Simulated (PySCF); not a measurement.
# C₄H₆B₂O₂: a tour of settings

Which settings matter for C₄H₆B₂O₂ (`BOBc1ccco1`)?

Computed with PySCF 2.14.0, with density-fitted response routines of our own, on a single molecule, in the gas phase or a continuum. Atoms are numbered from 0 throughout.

### Step 1. The molecule as given

14 atoms, charge 0, multiplicity 1; geometry from: GFN2-xTB.

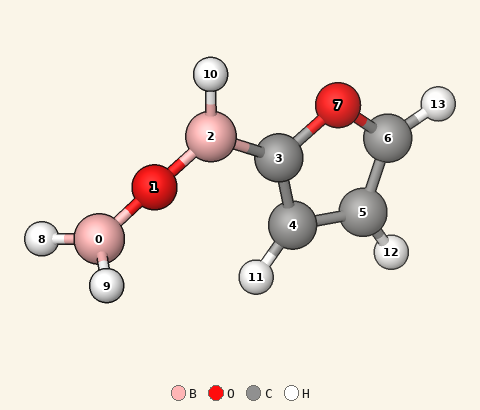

The starting geometry (boron pink, oxygen red, carbon grey, hydrogen white), atoms numbered; sticks join atoms by distance.

### Step 2. NMR shieldings: PBE0/pcSseg-1

What the job is given:

```
{"job": {"kind": "nmr", "xc": "PBE0", "basis": "pcSseg-1"}, "charge": 0, "multiplicity": 1}
B      3.002088    -0.788387     0.128513
O      2.056626     0.081534     0.285853
B      1.085019     0.938450     0.432067
C     -0.378630     0.514291     0.113020
C     -0.903450    -0.680956    -0.328741
C     -2.296508    -0.505312    -0.449132
C     -2.534748     0.784346    -0.073668
O     -1.399636     1.400514     0.263365
H      3.309314    -1.486724     1.029975
H      3.551808    -0.870558    -0.913707
H      1.316454     2.032300     0.805828
H     -0.346659    -1.572728    -0.537761
H     -3.019156    -1.228370    -0.768426
H     -3.443198     1.351261    -0.009352
```

With the program's defaults for keys left out, this is: GIAO PBE0/pcSseg-1 NMR shielding, non-relativistic, gas phase.

The run is started by

```bash
$ OMP_NUM_THREADS=1 python probes_run.py task.json out
```

The driver reads the jobs from task.json and runs them one after another.

The log of the run:

```text
coarse grid: 12408 points
cycle   1  E = -355.6209753483  dE =  1.491e+00  |g| = 6.671e-01  |ddm| = 3.410e+00
cycle   2  E = -355.5036082459  dE =  1.174e-01  |g| = 1.048e+00  |ddm| = 1.024e+00
cycle   3  E = -355.7030590914  dE = -1.995e-01  |g| = 1.079e-01  |ddm| = 6.447e-01
cycle   4  E = -355.7050130006  dE = -1.954e-03  |g| = 4.929e-02  |ddm| = 9.944e-02
cycle   5  E = -355.7055522520  dE = -5.393e-04  |g| = 1.327e-02  |ddm| = 4.810e-02
cycle   6  E = -355.7055912036  dE = -3.895e-05  |g| = 6.689e-03  |ddm| = 1.751e-02
cycle   7  E = -355.7056007394  dE = -9.536e-06  |g| = 1.565e-03  |ddm| = 5.334e-03
final grid: 121896 points
cycle   8  E = -355.7732223941  dE = -3.997e-05  |g| = 1.278e-02  |ddm| = 3.056e-02
cycle   9  E = -355.7731740427  dE =  4.835e-05  |g| = 2.096e-02  |ddm| = 1.746e-02
cycle  10  E = -355.7732519497  dE = -7.791e-05  |g| = 1.669e-03  |ddm| = 1.173e-02
cycle  11  E = -355.7732526115  dE = -6.618e-07  |g| = 5.548e-04  |ddm| = 1.914e-03
cycle  12  E = -355.7732526784  dE = -6.691e-08  |g| = 1.642e-04  |ddm| = 5.125e-04
cycle  13  E = -355.7732526832  dE = -4.748e-09  |g| = 5.231e-05  |ddm| = 1.231e-04
cycle  14  E = -355.7732526837  dE = -5.498e-10  |g| = 1.470e-05  |ddm| = 3.902e-05
converged SCF energy = -355.7732526837

GIAO shielding tensors (ppm)
atom      isotropic    diamagn.    paramagn.     s11        s22        s33       span
  0 B       59.691     195.512    -135.821     13.562     54.300    111.210     97.648
  1 O       36.968     388.150    -351.181   -107.702     72.540    146.067    253.769
  2 B       70.587     196.993    -126.407     40.811     65.126    105.823     65.012
  3 C       21.059     256.933    -235.874    -59.254     17.025    105.406    164.660
  4 C       56.820     253.963    -197.143    -39.779     44.785    165.453    205.233
  5 C       69.218     256.736    -187.519    -18.379     63.136    162.896    181.275
  6 C       31.407     251.722    -220.315    -49.378     36.192    107.407    156.785
  7 O       10.571     397.555    -386.983   -154.751    -76.109    262.574    417.325
  8 H       26.132      29.986      -3.855     25.786     25.913     26.695      0.909
  9 H       26.131      29.987      -3.855     25.780     25.912     26.702      0.922
 10 H       26.099      29.007      -2.908     23.627     26.561     28.108      4.481
 11 H       24.268      33.806      -9.538     22.096     23.553     27.154      5.058
 12 H       24.894      31.310      -6.416     22.964     25.727     25.991      3.027
 13 H       23.816      29.162      -5.346     21.061     24.955     25.434      4.373
```

It took 18 s on 1 thread of Intel Xeon 6975P-C, shared host; peak memory 0.73 GiB.

Shifts follow as δ = σ(reference) − σ, with reference shieldings (ppm) from runs at the same level and on the same kind of geometry: ¹H TMS 31.72, ¹³C TMS 186.9, ¹⁷O H2O 336.1, ¹¹B BF3·OEt2 100.1. The references are single molecules in the gas phase, so shifts against H2O, NH3, PH3, H3PO4 or CFCl3 are not on the usual liquid scales and can be off by tens of ppm. Atoms listed in one row are averaged.

| atoms | environment | σ (ppm) | δ (ppm) | δ scaled to CDCl3 |
| --- | --- | --- | --- | --- |
| C3 | substituted aromatic carbon next to the ring oxygen | 21.1 | 165.9 | 160.0 |
| C6 | aromatic CH next to the ring oxygen | 31.4 | 155.5 | 149.9 |
| C4 | aromatic CH | 56.8 | 130.1 | 125.1 |
| C5 | aromatic CH | 69.2 | 117.7 | 113.0 |
| H13 | hydrogen on an aromatic CH next to the ring oxygen | 23.82 | 7.90 | 7.55 |
| H11 | hydrogen on an aromatic CH | 24.27 | 7.45 | 7.13 |
| H12 | hydrogen on an aromatic CH | 24.89 | 6.82 | 6.54 |
| H10 | hydrogen on a boron bonded to C, O | 26.10 | 5.62 | – |
| H8, H9 | hydrogen on a boron bonded to O | 26.13 | 5.59 | – |
| B0 | boron bonded to O, 2 H | 59.7 | 40.4 | – |
| B2 | boron bonded to C, O, H | 70.6 | 29.5 | – |
| O7 | aromatic ring oxygen | 10.6 | 325.5 | – |
| O1 | oxygen bonded to 2 B | 37.0 | 299.1 | – |

The scaled column applies a straight-line fit of computed shieldings to shifts measured in CDCl3 (root-mean-square error 0.16 ppm for H, 1.9 ppm for C).

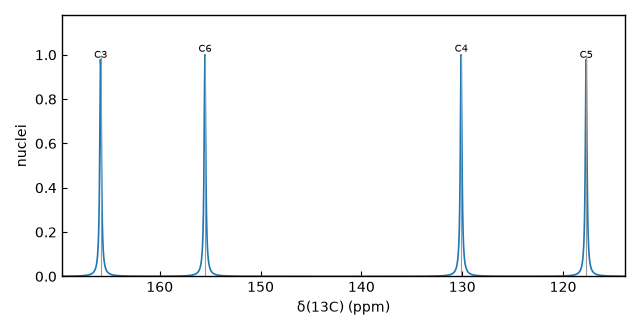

¹³C lines at the computed shifts, without couplings. Lines are broadened to a width of 0.19 ppm (Lorentzian).

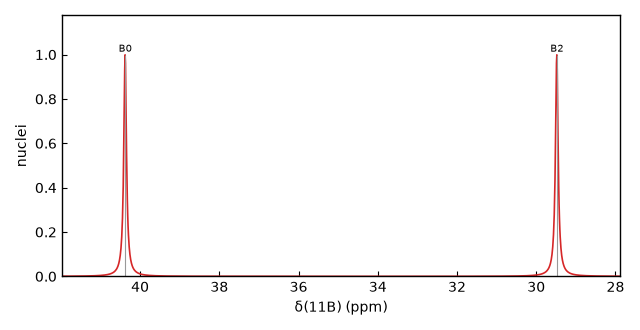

¹¹B lines at the computed shifts, without couplings. Lines are broadened to a width of 0.08 ppm (Lorentzian).

The run also stored atomic charges by several schemes (e):

| atoms | Mulliken | IAO | Hirshfeld | ESP fit |
| --- | --- | --- | --- | --- |
| B0 | 0.24 | 0.16 | 0.19 | 0.36 |
| O1 | -0.32 | -0.31 | -0.15 | -0.22 |
| B2 | 0.41 | 0.23 | 0.18 | 0.27 |
| C3 | 0.00 | 0.00 | -0.03 | 0.04 |
| C4 | -0.13 | -0.18 | -0.07 | -0.19 |
| C5 | -0.16 | -0.23 | -0.09 | -0.30 |
| C6 | 0.18 | 0.03 | 0.02 | 0.04 |
| O7 | -0.37 | -0.21 | -0.05 | -0.19 |

ESP fit charges:

B0 0.36; O1 -0.22; B2 0.27; C3 0.04; C4 -0.19; C5 -0.30; C6 0.04; O7 -0.19; H8 -0.13; H9 -0.13; H10 -0.09; H11 0.18; H12 0.20; H13 0.16

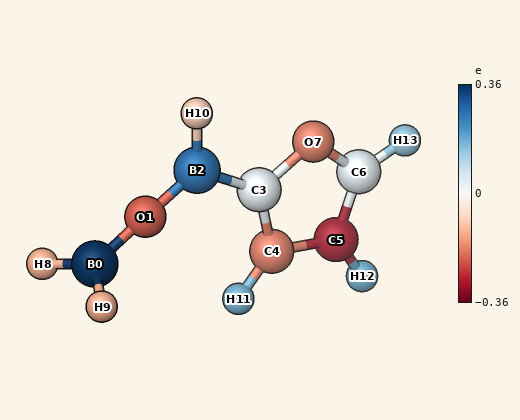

ESP fit charges, as colours on the atoms.

Mayer bond orders: B0–O1 1.23, O1–B2 1.15, B2–C3 1.02, C3–C4 1.51, C4–C5 1.31, C5–C6 1.55, C6–O7 1.13, O7–C3 0.99.

Ring of atoms C3, C4, C5, C6, O7: NICS(0) -11.5, NICS(1) -10.8, NICS(1)zz -27.9 ppm (means of both faces).

The fields below are evaluated on a grid from the run's orbitals.

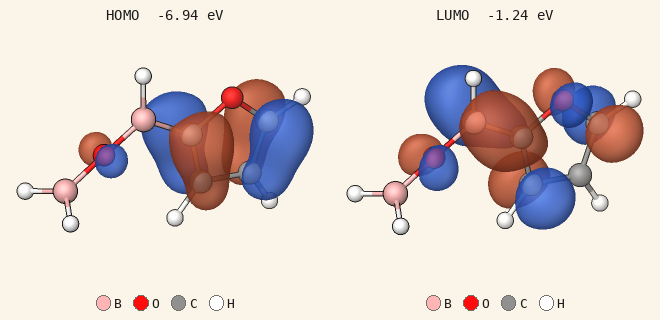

PBE0/pcSseg-1 orbitals near the gap, drawn at the value that encloses 70 % of each; the two colours are the two signs.

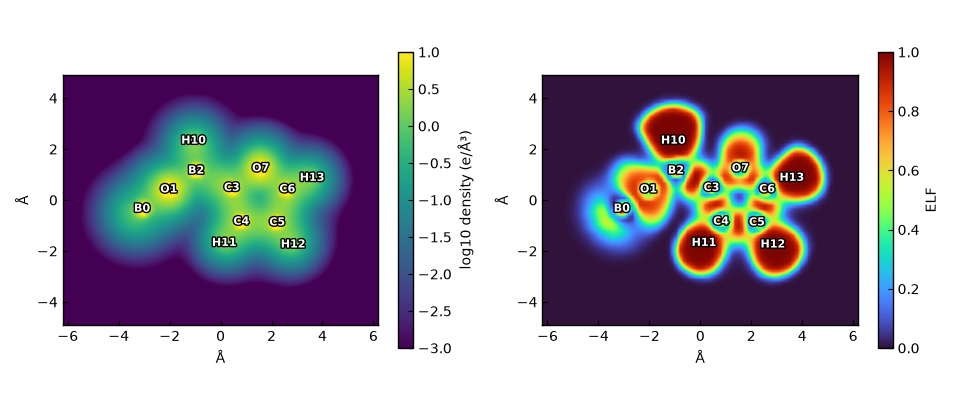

Density (left) and ELF (right) in a plane through or near 12 of the atoms.

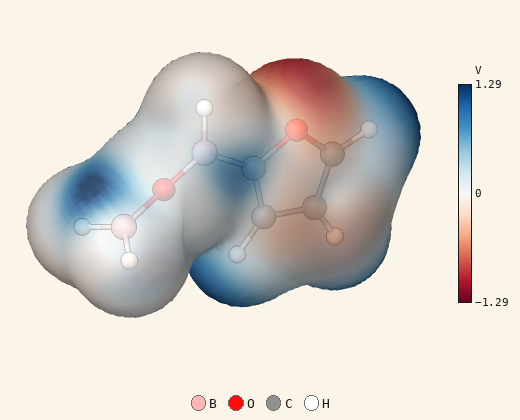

Electrostatic potential on the surface of density 0.002 e/bohr³; red is low, blue high. It runs from -0.90 V near O7 to 1.29 V near B0.

### Step 3. TDDFT and polarisability: PBE0/def2-SVPD

The job, as its differences from that of step 2:

```diff
@@ -1,2 +1,2 @@
-{"job": {"kind": "nmr", "xc": "PBE0", "basis": "pcSseg-1"}, "charge": 0, "multiplicity": 1}
+{"job": {"kind": "uv", "xc": "PBE0", "basis": "def2-SVPD", "nstates": 6, "ntriplets": 2}, "charge": 0, "multiplicity": 1}
 B      3.002088    -0.788387     0.128513
```

Level: TDDFT PBE0/def2-SVPD, vertical, gas phase, core orbitals frozen in the response.

The log of the run:

```text
coarse grid: 12408 points
cycle   1  E = -355.4192849720  dE =  1.426e+00  |g| = 6.355e-01  |ddm| = 8.256e+00
cycle   2  E = -355.3032819945  dE =  1.160e-01  |g| = 1.012e+00  |ddm| = 1.825e+00
cycle   3  E = -355.4989329846  dE = -1.957e-01  |g| = 9.809e-02  |ddm| = 9.978e-01
cycle   4  E = -355.5005211241  dE = -1.588e-03  |g| = 5.034e-02  |ddm| = 2.106e-01
cycle   5  E = -355.5011234425  dE = -6.023e-04  |g| = 1.298e-02  |ddm| = 1.146e-01
cycle   6  E = -355.5011616093  dE = -3.817e-05  |g| = 6.632e-03  |ddm| = 4.228e-02
cycle   7  E = -355.5011711802  dE = -9.571e-06  |g| = 1.361e-03  |ddm| = 1.115e-02
final grid: 121896 points
cycle   8  E = -355.5677109888  dE = -3.854e-05  |g| = 1.149e-02  |ddm| = 1.587e-01
cycle   9  E = -355.5676681942  dE =  4.279e-05  |g| = 1.901e-02  |ddm| = 3.672e-02
cycle  10  E = -355.5677369359  dE = -6.874e-05  |g| = 1.581e-03  |ddm| = 2.177e-02
cycle  11  E = -355.5677375564  dE = -6.205e-07  |g| = 5.086e-04  |ddm| = 4.347e-03
cycle  12  E = -355.5677376149  dE = -5.857e-08  |g| = 1.534e-04  |ddm| = 1.096e-03
cycle  13  E = -355.5677376190  dE = -4.107e-09  |g| = 5.033e-05  |ddm| = 2.497e-04
cycle  14  E = -355.5677376196  dE = -5.484e-10  |g| = 1.364e-05  |ddm| = 1.080e-04
converged SCF energy = -355.5677376196

Static polarisability (au): isotropic 83.648, principal 54.089 78.240 118.615

Singlet excitations
state   eV       nm        f      main configurations
  1   5.0643    244.8   0.42573   H->L 0.97
  2   5.3069    233.6   0.00023   H->L+1 0.93
  3   6.0865    203.7   0.00166   H-3->L 0.97
  4   6.1044    203.1   0.01052   H-1->L 0.85, H->L+3 0.12
  5   6.3377    195.6   0.00028   H-2->L+1 0.85
  6   6.5536    189.2   0.00289   H->L+2 0.89

Triplet excitations (Tamm-Dancoff, eV): 3.4037 4.9467
```

Run time: 28 s. Hardware: 1 thread of Intel Xeon 6975P-C, shared host; peak memory 0.86 GiB.

Frontier orbitals and where they lie:

| orbital | eV | atoms |
| --- | --- | --- |
| HOMO−3 | -9.03 | B2 27 %, O1 21 %, H10 19 % |
| HOMO−2 | -8.83 | B0 31 %, O1 22 %, H9 17 % |
| HOMO−1 | -8.39 | C5 28 %, C4 26 %, O7 23 % |
| HOMO | -6.95 | C3 27 %, C6 24 %, C5 13 % |
| LUMO | -1.30 | B2 24 %, C3 14 %, C4 14 % |
| LUMO+1 | -0.66 | B0 45 %, O1 24 %, H8 12 % |
| LUMO+2 | 0.61 | B0 31 %, B2 30 %, C4 7 % |

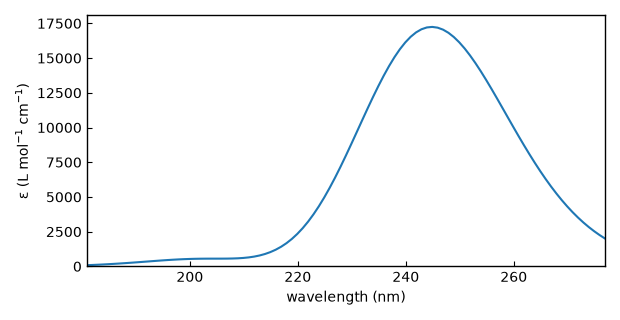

Absorption spectrum: each of the 6 states is a Gaussian band of 0.4 eV half-width at 1/e. Beyond the last state computed it falls off for lack of states.

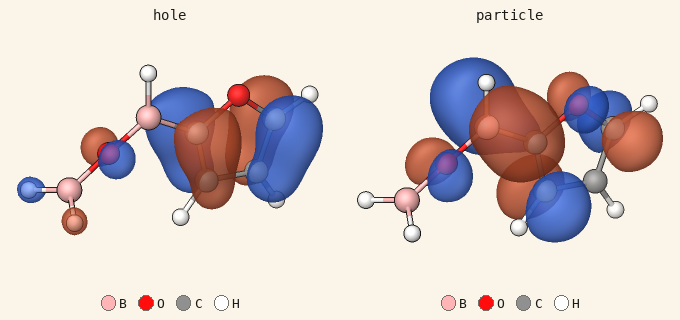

Leading natural transition orbitals of singlet state 1: the electron leaves the hole (left) for the particle orbital (right).

Further results of this job:

| property | computed |
| --- | --- |
| dipole moment (D) | 1.58 |
| polarisability (Å³) | 12.40 |
| HOMO–LUMO gap (eV) | 5.65 |
| −ε(HOMO) (eV) | 6.95 |

### Step 4. Excited states and response: wB97X-D/6-31++G**

The job, as its differences from that of step 3:

```diff
@@ -1,2 +1,2 @@
-{"job": {"kind": "uv", "xc": "PBE0", "basis": "def2-SVPD", "nstates": 6, "ntriplets": 2}, "charge": 0, "multiplicity": 1}
+{"job": {"kind": "uv", "xc": "wB97X-D", "basis": "6-31++G**", "nstates": 25, "ntriplets": 0, "tda": false, "scf": {"conv": 1e-06, "guess": "atom"}}, "charge": 0, "multiplicity": 1}
 B      3.002088    -0.788387     0.128513
```

Method: TDDFT wB97X-D/6-31++G**, vertical, gas phase, core orbitals frozen in the response.

The log of the run:

```text
final grid: 121896 points
cycle   1  E = -355.8129567367  dE =  2.829e+00  |g| = 1.155e+00  |ddm| = 5.723e+00
cycle   2  E = -355.8363612552  dE = -2.340e-02  |g| = 1.203e+00  |ddm| = 3.518e+00
cycle   3  E = -356.1159297612  dE = -2.796e-01  |g| = 1.564e-01  |ddm| = 1.843e+00
cycle   4  E = -356.1205417769  dE = -4.612e-03  |g| = 5.345e-02  |ddm| = 3.561e-01
cycle   5  E = -356.1212081502  dE = -6.664e-04  |g| = 8.920e-03  |ddm| = 1.054e-01
cycle   6  E = -356.1212286939  dE = -2.054e-05  |g| = 3.932e-03  |ddm| = 2.942e-02
cycle   7  E = -356.1212329248  dE = -4.231e-06  |g| = 9.063e-04  |ddm| = 9.807e-03
cycle   8  E = -356.1212333152  dE = -3.905e-07  |g| = 2.250e-04  |ddm| = 5.766e-03
converged SCF energy = -356.1212333152

Static polarisability (au): isotropic 78.767, principal 51.690 74.817 109.795

Singlet excitations
state   eV       nm        f      main configurations
  1   5.1915    238.8   0.40604   H->L 0.97
  2   5.9467    208.5   0.00058   H->L+1 0.51, H-2->L+1 0.31
  3   6.3315    195.8   0.00234   H-3->L 0.83, H->L+2 0.08
  4   6.3436    195.4   0.00020   H->L+2 0.67, H-3->L 0.10
  5   6.4119    193.4   0.01089   H-1->L 0.79, H->L+10 0.14
  6   6.7860    182.7   0.01726   H-2->L+1 0.30, H->L+1 0.25, H->L+3 0.20
  7   7.0374    176.2   0.03456   H->L+3 0.30, H->L+4 0.28, H->L+1 0.10
  8   7.1586    173.2   0.00001   H->L+4 0.52, H->L+3 0.31
  9   7.2499    171.0   0.07808   H->L+10 0.49, H->L+6 0.29, H-1->L 0.13
 10   7.4250    167.0   0.00313   H->L+6 0.49, H-2->L 0.15, H->L+10 0.12
 11   7.5501    164.2   0.17403   H-2->L 0.76, H->L+10 0.09
 12   7.6585    161.9   0.02306   H->L+9 0.30, H->L+5 0.21, H-1->L+1 0.09
 13   7.7478    160.0   0.00011   H->L+7 0.44, H->L+9 0.13, H-1->L+2 0.11
 14   7.7921    159.1   0.01239   H-1->L+2 0.28, H-1->L+1 0.20, H->L+7 0.12
 15   8.0078    154.8   0.20321   H-3->L+1 0.80
 16   8.0311    154.4   0.00022   H->L+8 0.35, H->L+5 0.31, H->L+9 0.10
 17   8.1022    153.0   0.00398   H-4->L 0.85
 18   8.2241    150.8   0.00092   H-1->L+1 0.42, H-1->L+2 0.36
 19   8.3009    149.4   0.04161   H->L+14 0.49, H->L+11 0.27
 20   8.3560    148.4   0.01752   H-2->L+3 0.18, H->L+5 0.14, H-2->L+5 0.13
 21   8.5507    145.0   0.20923   H-1->L+10 0.47, H-1->L+6 0.33
 22   8.5815    144.5   0.00103   H-1->L+4 0.68
 23   8.6034    144.1   0.00662   H-2->L+3 0.19, H->L+8 0.09, H-2->L+9 0.09
 24   8.6498    143.3   0.01305   H-1->L+3 0.57, H-1->L+1 0.12
 25   8.6536    143.3   0.02200   H->L+11 0.40, H->L+14 0.35, H->L+15 0.13
```

It took 29 s on 1 thread of Intel Xeon 6975P-C, shared host; peak memory 0.81 GiB.

This run: HOMO -8.62 eV, LUMO 0.50 eV; lowest singlet 5.19 eV.

[end of part 1 of 2]
